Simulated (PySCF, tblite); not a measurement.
# C5H11NOSi2: geometry, infrared bands and NMR shifts

Wanted: the infrared bands and NMR shifts of C5H11NOSi2 (`C=CC[C@H](C#N)O[SiH2][SiH3]`), by calculation.

The runs use tblite 0.8.0 and PySCF 2.14.0, with density-fitted response routines of our own; the level of theory stands in each step. All values are computed, except where a source is named. Atoms count from 0, in the outputs and in this text.

## 1. The molecule as given

20 atoms, charge 0, multiplicity 1; geometry from: force field or distance geometry start.

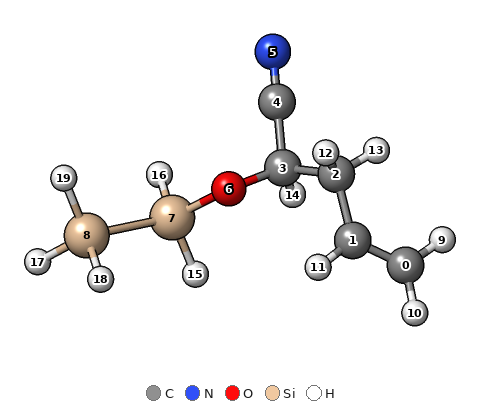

As it starts; carbon grey, nitrogen blue, oxygen red, silicon light orange, hydrogen white, atoms numbered; sticks join atoms by distance.

## 2. Optimising the geometry with GFN2-xTB

What the job is given:

```
{"job": {"kind": "relax", "xc": "GFN2-xTB", "basis": "xTB"}, "charge": 0, "multiplicity": 1}
C     -3.267500     1.084700    -0.741800
C     -2.079700     1.067000    -0.159900
C     -1.700900     0.144700     0.996300
C     -0.575300    -0.822500     0.618500
C     -0.434100    -1.831900     1.719400
N     -0.335400    -2.622400     2.553200
O      0.637400    -0.065900     0.462300
Si     1.820100    -0.624300    -0.571000
Si     3.756300     0.613700    -0.416000
H     -4.089400     0.432200    -0.425800
H     -3.482500     1.776800    -1.555900
H     -1.306600     1.746900    -0.491300
H     -1.408400     0.780000     1.848100
H     -2.592700    -0.412500     1.315100
H     -0.847300    -1.333900    -0.305900
H      1.251500    -0.572300    -1.937500
H      2.063700    -2.054400    -0.258800
H      4.778400     0.098300    -1.363600
H      3.487100     2.046200    -0.748900
H      4.320300     0.560100     0.965300
```

The run is started by

```bash
$ OMP_NUM_THREADS=1 python probes_run.py task.json out
```

The driver reads the jobs from task.json and runs them one after another.

**Question.** This job is followed by: GFN2-xTB harmonic vibrations, gas phase; GIAO PBE0/pcSseg-1 NMR shielding, non-relativistic, gas phase. Predict these results of the whole session: strongest single infrared mode (GFN2-xTB); zero-point energy (GFN2-xTB); ¹³C shifts against TMS (PBE0/pcSseg-1); ¹H shifts against TMS (PBE0/pcSseg-1, means over atoms taken as alike); ¹⁵N shifts against NH3 (PBE0/pcSseg-1); ¹⁷O shifts against H2O (PBE0/pcSseg-1); ²⁹Si shifts against TMS (PBE0/pcSseg-1).

As calculated:

```
                                                              quantity                                                     value
                             strongest single infrared mode (GFN2-xTB)                                      729 cm⁻¹, 833 km/mol
                                          zero-point energy (GFN2-xTB)                                             87.6 kcal/mol
                                ¹³C shifts against TMS (PBE0/pcSseg-1)                       143.2, 125.2, 123.4, 68.0, 48.3 ppm
¹H shifts against TMS (PBE0/pcSseg-1, means over atoms taken as alike)  6.38, 5.55, 5.53, 5.46, 5.24, 3.74, 3.49, 2.89, 2.28 ppm
                                ¹⁵N shifts against NH3 (PBE0/pcSseg-1)                                                 306.8 ppm
                                ¹⁷O shifts against H2O (PBE0/pcSseg-1)                                                  24.8 ppm
                               ²⁹Si shifts against TMS (PBE0/pcSseg-1)                                         -18.8, -119.1 ppm
```

In words: The optimisation took 103 steps and gained 0.266 eV; among the close pairs (by a distance rule), C3–C4 changed most, from 1.500 to 1.452 Å. No mode is imaginary among the 54: a minimum at this level. The strongest single mode, at 729 cm⁻¹, is carried by H16, H15, Si7. GFN2-xTB is a fitted tight-binding method: band positions and strengths are rough. Its intensities can rank the bands wrongly. C1 (alkene CH) lies farthest downfield among carbon, at 143.2 ppm; an sp2 carbon of a C=C bond. H11 (hydrogen on an alkene CH) lies farthest downfield among hydrogen, at 6.38 ppm; attached to an sp2 carbon and in the plane of the double bond. At PBE0/pcSseg-1: The largest span, 466 ppm, is at N5, where the paramagnetic term is -380 ppm.
